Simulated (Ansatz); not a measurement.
## Run report: C$_{2}$H$_{4}$N, single-point calculation

The run: single-point calculation of C$_{2}$H$_{4}$N, multiplicity 2. Method and program: UKS PBE0-D4/def2-TZVPP (Ansatz 0.2.0).

The geometry comes from this level: PBE0-D4/def2-TZVP.

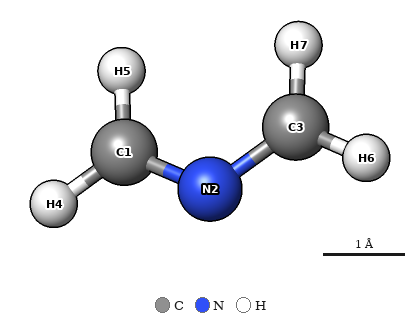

**Figure 1.** The structure (ball-and-stick view, seen at a tilt; atoms are numbered from 1 in the order of the input). Bond lengths as drawn: C–H 1.08 to 1.09 Å and C–N 1.31 Å.

### Results in brief

| quantity | value |
| --- | --- |
| outcome | converged |
| total energy | −3624.1118 eV |
| mean-field energy | −3624.0431 eV |
| dispersion energy | −0.0687 eV |
| ⟨S²⟩ | 0.786 |
| SCF solution under orbital rotations | stable |
| HOMO (either spin) | −6.31 eV |
| LUMO (either spin) | −2.23 eV |
| hardware | 2 threads of Arm Neoverse V2, 23 GiB of memory available, shared host |
| wall time | 1.8 s (CPU time 3.4 s) |
| peak memory | 0.24 GiB |

### Input file
```yaml
crystal:
  periodic: [false, false, false]
  atoms:
    - {symbol: C, position_ang: [-0.932321, 0.176999, -0.621294]}
    - {symbol: N, position_ang: [-0.378947, -0.503115, 0.355826]}
    - {symbol: C, position_ang: [0.869806, -0.260042, 0.679980]}
    - {symbol: H, position_ang: [-1.963999, -0.027765, -0.884255]}
    - {symbol: H, position_ang: [-0.388032, 0.944773, -1.180737]}
    - {symbol: H, position_ang: [1.321345, -0.824504, 1.488021]}
    - {symbol: H, position_ang: [1.472147, 0.493652, 0.162457]}
basis:
  gaussian: {orbitals: def2-TZVPP}
magnetization: {spin_polarized: true, initial_magnetization: 1}
hamiltonian: {xc: pbe0, dispersion: d4}
output: {orbitals: {seedname: orbitals}}
```

Launch command:
```bash
ansatz run in.yaml --threads 2 --pin off --events-out ev --progress --plain --max-ram 4352MiB
```

### Log
```
Functional definition: PBE0
  name "PBE0"
  cite "Adamo & Barone, J. Chem. Phys. 110, 6158 (1999) doi:10.1063/1.478522"
  cite "Perdew, Burke & Ernzerhof, Phys. Rev. Lett. 77, 3865 (1996) doi:10.1103/PhysRevLett.77.3865"
  parent pbe
  parameter a = 0.25
  parameter kappa = 0.804
  parameter beta = 0.06672455060314922
  exchange = (1 - a)*pbe_x(kappa = kappa, mu = beta*pi^2/3) + a*exact_x
  correlation = pbe_c(beta = beta)
751 factors; their error is unknown
mean field evaluation 1: about -3619.5043 eV, gradient 3.1e1 eV
mean field evaluation 2: about -3617.2239 eV, gradient 3.8e1 eV
mean field evaluation 4: about -3624.0234 eV, gradient 1.8e0 eV
mean field evaluation 8: about -3624.0423 eV, gradient 3.9e-2 eV
mean field evaluation 16: about -3624.0430 eV, gradient 9.4e-5 eV
mean field -3624.04302710 eV, -133.1811247815 hartree, gradient 2.1e-5 eV, S^2 0.786094; 0 other end points of the search recorded, 0 dependent functions left out
reference -3624.04305233 eV, -133.1811257087 hartree; 12, 11 occupied and 137, 138 virtual orbitals, 751 factors
Total energy: -3624.11178984 eV, -133.1836517656 hartree
```

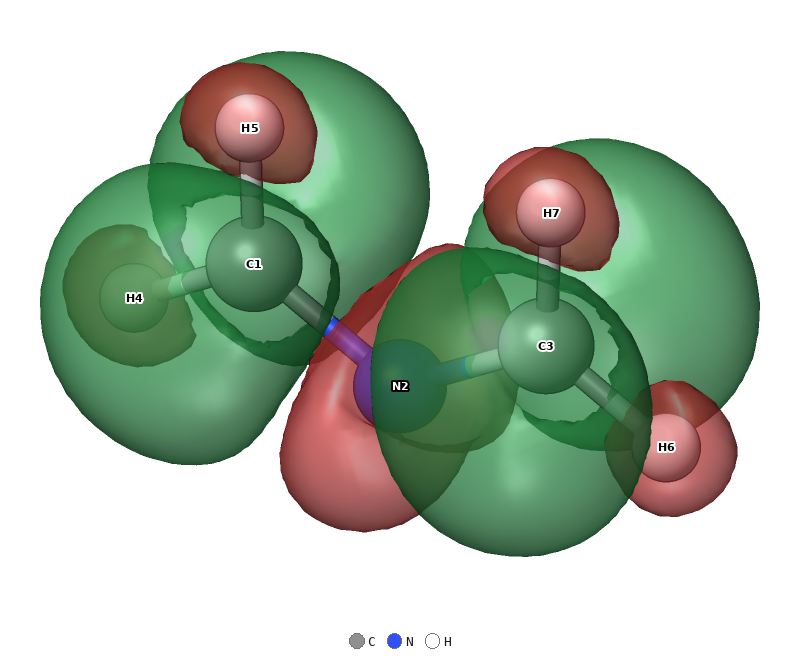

**Figure 2.** Isosurfaces of the spin density at +0.01 (green) and −0.01 e/Å³ (red), seen at a tilt. The unpaired spin (1 electron) lies mostly on C1 (about 0.5) and C3 (about 0.5), in electrons by Hirshfeld's partition.

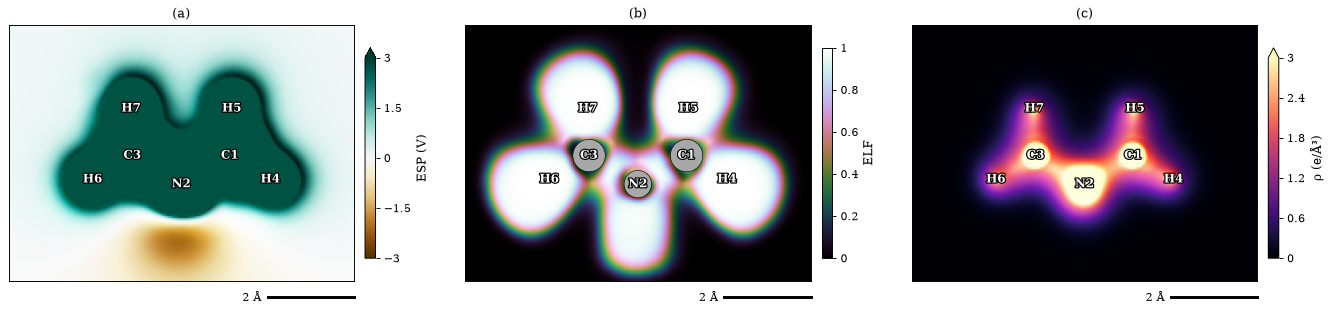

**Figure 3.** (a) electrostatic potential; (b) ELF; (c) electron density on the molecular plane. Grey discs, where drawn, cover atomic cores. The section cuts through C, N and H sites. C–N (1.31 Å): ρ at the midpoint is about 2.6 e/Å³; the ELF peaks at about 0.90 between the atoms; a double or triple bond.

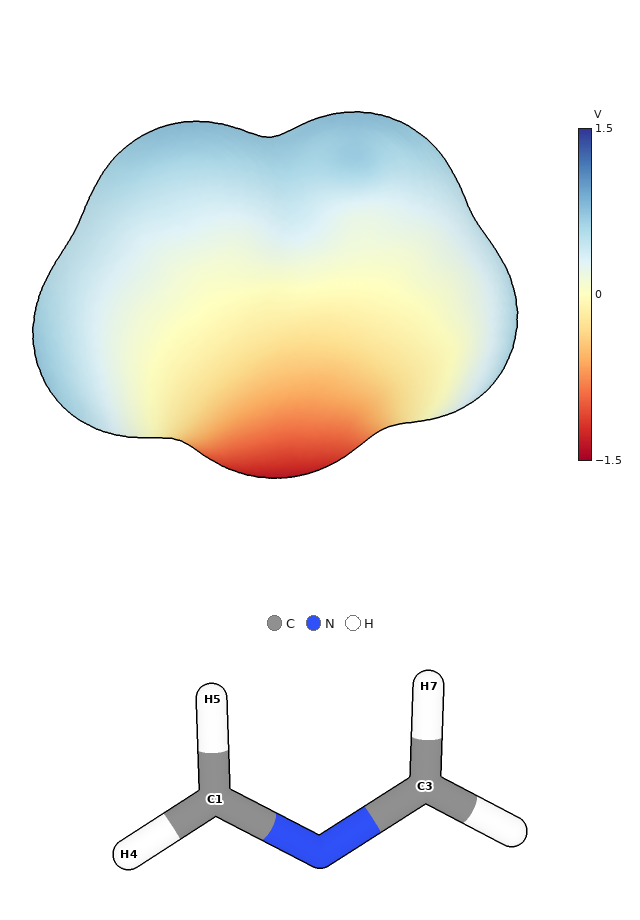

**Figure 4.** The electrostatic potential painted on the density surface at 0.001 e/bohr³, seen at a tilt; red is negative and blue positive. The bare structure is drawn below in the same view.

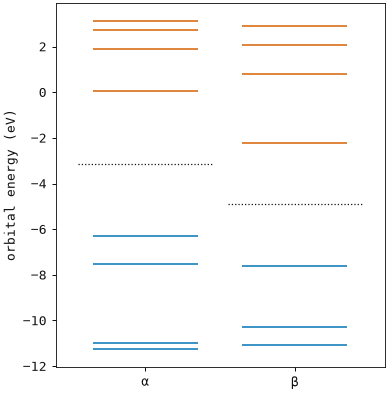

**Figure 5.** Orbital energies near the frontier for α and β spins; the dotted line parts filled from empty levels, and levels within 0.02 eV of each other stand side by side. α: highest filled −6.31 eV, lowest empty 0.05 eV, 6.36 eV apart; β: highest filled −7.60 eV, lowest empty −2.23 eV, 5.37 eV apart.
